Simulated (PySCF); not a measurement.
# C₂H₅B: electronic excitations at several levels of theory, part 2 of 2

PySCF 2.14.0. Atoms count from 0.

## 7. TDDFT and polarisability: PBE0/aug-cc-pVDZ

The job: settings as JSON, then the geometry in Å.

```
{"job": {"kind": "uv", "xc": "PBE0", "basis": "aug-cc-pVDZ"}, "charge": 0, "multiplicity": 1}
B      1.239421     0.026824    -0.138870
C     -0.186073    -0.546888    -0.015551
C     -1.262353     0.259040    -0.092256
H      2.222176    -0.672322    -0.044090
H      1.377903     1.214444    -0.334274
H     -0.361038    -1.617902     0.146455
H     -1.144581     1.336674    -0.253296
H     -2.291024    -0.109310     0.001005
```

With the program's defaults for keys left out, this is: TDDFT PBE0/aug-cc-pVDZ, vertical, gas phase, core orbitals frozen in the response.

Log:

```text
coarse grid: 6360 points
cycle   1  E = -103.8614798635  dE =  3.400e-02  |g| = 2.551e-01  |ddm| = 7.631e+00
cycle   2  E = -103.8548915739  dE =  6.588e-03  |g| = 3.032e-01  |ddm| = 1.687e+00
cycle   3  E = -103.8807065510  dE = -2.581e-02  |g| = 6.229e-02  |ddm| = 6.325e-01
cycle   4  E = -103.8816315595  dE = -9.250e-04  |g| = 2.148e-02  |ddm| = 1.376e-01
cycle   5  E = -103.8817590017  dE = -1.274e-04  |g| = 3.945e-03  |ddm| = 5.517e-02
cycle   6  E = -103.8817647244  dE = -5.723e-06  |g| = 6.812e-04  |ddm| = 1.350e-02
final grid: 60488 points
cycle   7  E = -103.8881710154  dE = -1.445e-05  |g| = 5.252e-03  |ddm| = 1.190e-01
cycle   8  E = -103.8881695467  dE =  1.469e-06  |g| = 5.795e-03  |ddm| = 3.154e-02
cycle   9  E = -103.8881791797  dE = -9.633e-06  |g| = 4.277e-04  |ddm| = 1.441e-02
cycle  10  E = -103.8881792296  dE = -4.993e-08  |g| = 2.062e-04  |ddm| = 1.433e-03
cycle  11  E = -103.8881792413  dE = -1.173e-08  |g| = 4.579e-05  |ddm| = 3.704e-04
cycle  12  E = -103.8881792418  dE = -5.298e-10  |g| = 7.340e-06  |ddm| = 1.350e-04
converged SCF energy = -103.8881792418

Static polarisability (au): isotropic 42.936, principal 30.389 40.635 57.783

Singlet excitations
state   eV       nm        f      main configurations
  1   5.2065    238.1   0.00033   H-1->L 0.99
  2   5.3415    232.1   0.00234   H-2->L 0.99
  3   5.8730    211.1   0.28520   H->L 0.96
  4   7.3839    167.9   0.00089   H-3->L 0.94
  5   7.4943    165.4   0.05926   H->L+1 0.96
  6   7.9735    155.5   0.00048   H->L+2 0.95
  7   8.2119    151.0   0.03813   H->L+3 0.78, H-1->L+1 0.10
  8   8.2697    149.9   0.00523   H-2->L+3 0.58, H-1->L+3 0.22
  9   8.3143    149.1   0.00105   H-1->L+3 0.57, H-2->L+3 0.19
 10   8.3281    148.9   0.00598   H->L+4 0.87

Triplet excitations (Tamm-Dancoff, eV): 3.5023 4.6606 4.7721 6.7720
```

Run time: 4.1 s. Hardware: 1 thread of Arm Neoverse V1, shared host; peak memory 0.48 GiB.

In short: HOMO -8.47 eV, LUMO -2.13 eV; lowest singlet 5.21 eV.

## 8. Excited states and response: PBE0/aug-cc-pVTZ

Same as in step 7 but for these lines:

```diff
@@ -1,2 +1,2 @@
-{"job": {"kind": "uv", "xc": "PBE0", "basis": "aug-cc-pVDZ"}, "charge": 0, "multiplicity": 1}
+{"job": {"kind": "uv", "xc": "PBE0", "basis": "aug-cc-pVTZ"}, "charge": 0, "multiplicity": 1}
 B      1.239421     0.026824    -0.138870
```

Method: TDDFT PBE0/aug-cc-pVTZ, vertical, gas phase, core orbitals frozen in the response.

Log:

```text
coarse grid: 6360 points
cycle   1  E = -103.8937746100  dE =  1.559e-02  |g| = 2.783e-01  |ddm| = 6.114e+00
cycle   2  E = -103.8869082972  dE =  6.866e-03  |g| = 3.244e-01  |ddm| = 1.358e+00
cycle   3  E = -103.9152035017  dE = -2.830e-02  |g| = 6.756e-02  |ddm| = 5.721e-01
cycle   4  E = -103.9161882242  dE = -9.847e-04  |g| = 2.749e-02  |ddm| = 1.299e-01
cycle   5  E = -103.9163836311  dE = -1.954e-04  |g| = 4.495e-03  |ddm| = 4.673e-02
cycle   6  E = -103.9163905474  dE = -6.916e-06  |g| = 8.590e-04  |ddm| = 1.165e-02
final grid: 60488 points
cycle   7  E = -103.9139898119  dE = -4.356e-05  |g| = 5.470e-03  |ddm| = 3.153e-01
cycle   8  E = -103.9139880213  dE =  1.791e-06  |g| = 5.979e-03  |ddm| = 2.322e-02
cycle   9  E = -103.9139974977  dE = -9.476e-06  |g| = 5.589e-04  |ddm| = 1.090e-02
cycle  10  E = -103.9139975607  dE = -6.297e-08  |g| = 3.383e-04  |ddm| = 1.405e-03
cycle  11  E = -103.9139975916  dE = -3.089e-08  |g| = 6.752e-05  |ddm| = 5.422e-04
cycle  12  E = -103.9139975927  dE = -1.096e-09  |g| = 9.973e-06  |ddm| = 1.654e-04
cycle  13  E = -103.9139975927  dE = -2.800e-11  |g| = 1.626e-06  |ddm| = 2.379e-05
converged SCF energy = -103.9139975927

Static polarisability (au): isotropic 43.041, principal 30.553 40.806 57.764

Singlet excitations
state   eV       nm        f      main configurations
  1   5.2208    237.5   0.00034   H-1->L 0.98
  2   5.3424    232.1   0.00233   H-2->L 0.99
  3   5.8717    211.2   0.28387   H->L 0.96
  4   7.3826    167.9   0.00090   H-3->L 0.94
  5   7.4816    165.7   0.05916   H->L+1 0.94
  6   7.9488    156.0   0.00050   H->L+2 0.94
  7   8.1812    151.5   0.03882   H->L+3 0.83, H-1->L+1 0.08
  8   8.2379    150.5   0.00930   H->L+4 0.85
  9   8.2556    150.2   0.00243   H-2->L+3 0.53, H-1->L+3 0.19, H-2->L+7 0.10
 10   8.3103    149.2   0.00127   H-1->L+3 0.56, H-2->L+3 0.18

Triplet excitations (Tamm-Dancoff, eV): 3.5027 4.6726 4.7657 6.7675
```

Run time: 13 s. Hardware: 1 thread of Arm Neoverse V1, shared host; peak memory 0.77 GiB.

In short: HOMO -8.48 eV, LUMO -2.14 eV; lowest singlet 5.22 eV.

## 9. Excited states and response: PBE0/def2-TZVPD

Same as in step 8 but for these lines:

```diff
@@ -1,2 +1,2 @@
-{"job": {"kind": "uv", "xc": "PBE0", "basis": "aug-cc-pVTZ"}, "charge": 0, "multiplicity": 1}
+{"job": {"kind": "uv", "xc": "PBE0", "basis": "def2-TZVPD"}, "charge": 0, "multiplicity": 1}
 B      1.239421     0.026824    -0.138870
```

Level: TDDFT PBE0/def2-TZVPD, vertical, gas phase, core orbitals frozen in the response.

Log:

```text
coarse grid: 6360 points
cycle   1  E = -103.8985263956  dE =  1.582e-02  |g| = 2.778e-01  |ddm| = 2.107e+00
cycle   2  E = -103.8915427127  dE =  6.984e-03  |g| = 3.242e-01  |ddm| = 6.425e-01
cycle   3  E = -103.9199060707  dE = -2.836e-02  |g| = 6.748e-02  |ddm| = 3.048e-01
cycle   4  E = -103.9208929857  dE = -9.869e-04  |g| = 2.736e-02  |ddm| = 5.487e-02
cycle   5  E = -103.9210878312  dE = -1.948e-04  |g| = 4.467e-03  |ddm| = 2.396e-02
cycle   6  E = -103.9210947218  dE = -6.891e-06  |g| = 8.164e-04  |ddm| = 5.678e-03
final grid: 60488 points
cycle   7  E = -103.9148108855  dE = -2.698e-05  |g| = 5.253e-03  |ddm| = 1.116e-01
cycle   8  E = -103.9148093045  dE =  1.581e-06  |g| = 5.720e-03  |ddm| = 9.737e-03
cycle   9  E = -103.9148180403  dE = -8.736e-06  |g| = 5.549e-04  |ddm| = 4.653e-03
cycle  10  E = -103.9148181075  dE = -6.720e-08  |g| = 3.093e-04  |ddm| = 6.636e-04
cycle  11  E = -103.9148181335  dE = -2.593e-08  |g| = 5.782e-05  |ddm| = 2.627e-04
cycle  12  E = -103.9148181343  dE = -8.174e-10  |g| = 8.863e-06  |ddm| = 5.789e-05
converged SCF energy = -103.9148181343

Static polarisability (au): isotropic 42.805, principal 30.259 40.638 57.516

Singlet excitations
state   eV       nm        f      main configurations
  1   5.2244    237.3   0.00033   H-1->L 0.99
  2   5.3468    231.9   0.00228   H-2->L 0.99
  3   5.8871    210.6   0.28448   H->L 0.96
  4   7.3912    167.7   0.00270   H-3->L 0.96
  5   7.7616    159.7   0.07834   H->L+1 0.92
  6   8.3440    148.6   0.00505   H-2->L+2 0.66, H->L+4 0.15, H-1->L+2 0.10
  7   8.3804    147.9   0.00046   H->L+4 0.71, H-2->L+2 0.19
  8   8.4290    147.1   0.00204   H-1->L+2 0.77
  9   8.5043    145.8   0.00358   H-1->L+1 0.47, H->L+2 0.26, H->L+3 0.18
 10   8.5243    145.4   0.00476   H->L+3 0.69, H-1->L+1 0.13

Triplet excitations (Tamm-Dancoff, eV): 3.5028 4.6773 4.7693 6.7766
```

Run time: 6.4 s. Hardware: 1 thread of Arm Neoverse V1, shared host; peak memory 0.59 GiB.

Key values: HOMO -8.48 eV, LUMO -2.13 eV; lowest singlet 5.22 eV.

## 10. Ultraviolet spectrum: PBE0/6-31+G*

Same as in step 9 but for these lines:

```diff
@@ -1,2 +1,2 @@
-{"job": {"kind": "uv", "xc": "PBE0", "basis": "def2-TZVPD"}, "charge": 0, "multiplicity": 1}
+{"job": {"kind": "uv", "xc": "PBE0", "basis": "6-31+G*"}, "charge": 0, "multiplicity": 1}
 B      1.239421     0.026824    -0.138870
```

With the program's defaults for keys left out, this is: TDDFT PBE0/6-31+G*, vertical, gas phase, core orbitals frozen in the response.

Log:

```text
coarse grid: 6360 points
cycle   1  E = -103.8819291808  dE =  2.550e-02  |g| = 2.625e-01  |ddm| = 2.299e+00
cycle   2  E = -103.8756506910  dE =  6.278e-03  |g| = 3.073e-01  |ddm| = 6.098e-01
cycle   3  E = -103.9021025537  dE = -2.645e-02  |g| = 6.348e-02  |ddm| = 3.464e-01
cycle   4  E = -103.9030799905  dE = -9.774e-04  |g| = 2.025e-02  |ddm| = 6.595e-02
cycle   5  E = -103.9031930278  dE = -1.130e-04  |g| = 4.163e-03  |ddm| = 2.352e-02
cycle   6  E = -103.9031992455  dE = -6.218e-06  |g| = 5.578e-04  |ddm| = 6.017e-03
final grid: 60488 points
cycle   7  E = -103.8800727197  dE = -1.014e-05  |g| = 5.052e-03  |ddm| = 1.613e-02
cycle   8  E = -103.8800717471  dE =  9.726e-07  |g| = 5.491e-03  |ddm| = 1.020e-02
cycle   9  E = -103.8800804022  dE = -8.655e-06  |g| = 3.936e-04  |ddm| = 5.227e-03
cycle  10  E = -103.8800804460  dE = -4.378e-08  |g| = 1.746e-04  |ddm| = 5.783e-04
cycle  11  E = -103.8800804543  dE = -8.319e-09  |g| = 4.260e-05  |ddm| = 1.722e-04
cycle  12  E = -103.8800804548  dE = -4.600e-10  |g| = 5.578e-06  |ddm| = 4.340e-05
converged SCF energy = -103.8800804548

Static polarisability (au): isotropic 38.930, principal 23.678 37.501 55.611

Singlet excitations
state   eV       nm        f      main configurations
  1   5.3001    233.9   0.00038   H-1->L 0.99
  2   5.4145    229.0   0.00203   H-2->L 0.99
  3   5.9258    209.2   0.29556   H->L 0.96
  4   7.4824    165.7   0.00169   H-3->L 0.95
  5   7.6560    161.9   0.09181   H->L+1 0.97
  6   8.2704    149.9   0.00046   H->L+3 0.92
  7   8.3104    149.2   0.06231   H->L+2 0.87
  8   8.3727    148.1   0.00799   H-2->L+2 0.75, H-1->L+2 0.12
  9   8.4368    147.0   0.00095   H-1->L+2 0.76, H-2->L+2 0.11
 10   8.5838    144.4   0.04374   H-1->L+1 0.77

Triplet excitations (Tamm-Dancoff, eV): 3.5021 4.7897 4.8532 6.8304
```

Wall time 2.4 s (1 thread of Arm Neoverse V1, shared host); peak memory 0.39 GiB.

This run: HOMO -8.43 eV, LUMO -2.07 eV; lowest singlet 5.30 eV.

## 11. Comparing the runs: electronic excitations

Excitations and ground-state properties, with basis size and wall time:

```csv
run,lowest singlet (eV),brightest (eV),f,gap (eV),α (Å³),μ (D),functions,time
wB97X-D/def2-SVPD,5.44,6.06,0.306,10.11,6.20,1.28,100,27 s
LC-wPBE/def2-SVPD,5.51,6.20,0.318,11.40,6.03,1.25,100,37 s
PBE0/6-31G*,5.39,6.09,0.285,6.46,4.98,1.41,52,1.9 s
PBE0/def2-SVP,5.23,6.01,0.289,6.41,5.31,1.39,67,2.2 s
PBE0/def2-TZVP,5.23,5.90,0.283,6.36,5.99,1.36,123,4.4 s
PBE0/aug-cc-pVDZ,5.21,5.87,0.285,6.33,6.36,1.34,114,4.1 s
PBE0/aug-cc-pVTZ,5.22,5.87,0.284,6.34,6.38,1.34,253,13 s
PBE0/def2-TZVPD,5.22,5.89,0.284,6.35,6.34,1.34,156,6.4 s
PBE0/6-31+G*,5.30,5.93,0.296,6.36,5.77,1.37,64,2.4 s
```

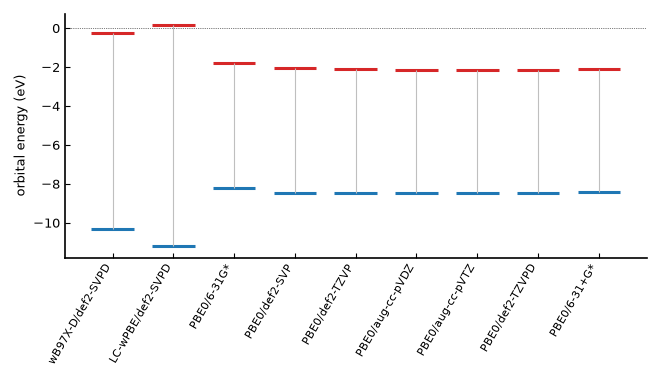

HOMO (blue) and LUMO (red) run by run.

## 12. Results

What follows sums up all 2 parts.

| quantity | value |
| --- | --- |
| lowest singlet (wB97X-D/def2-SVPD) | 5.44 eV (228 nm), f = 0.001 |
| brightest single state of those computed | state 3, 6.06 eV, f = 0.306 |
| lowest triplet | 3.70 eV |
| vertical ionisation energy (ΔSCF) | 10.82 eV |
| vertical electron affinity (ΔSCF) | 0.05 eV |
| range of the lowest singlet | 5.21 to 5.51 eV |

What this shows: Single values in the summary come from the first sound run of each kind (wB97X-D/def2-SVPD), which need not be the best level. The lowest singlet, at 5.44 eV, is HOMO−1→LUMO 0.94 and is dark; of the 10 states computed, the strongest absorption comes from state 3 at 6.06 eV. The lowest triplet lies 1.74 eV below the lowest singlet (triplets in Tamm-Dancoff, singlets in full TDDFT). ΔSCF puts the ionisation energy at 10.82 eV, 0.48 eV above −ε(HOMO). The lowest singlet runs from 5.21 eV (PBE0/aug-cc-pVDZ) to 5.51 eV (LC-wPBE/def2-SVPD), while the orbital gap spans 6.33 to 11.40 eV. The lowest state need not be the same one in every run.
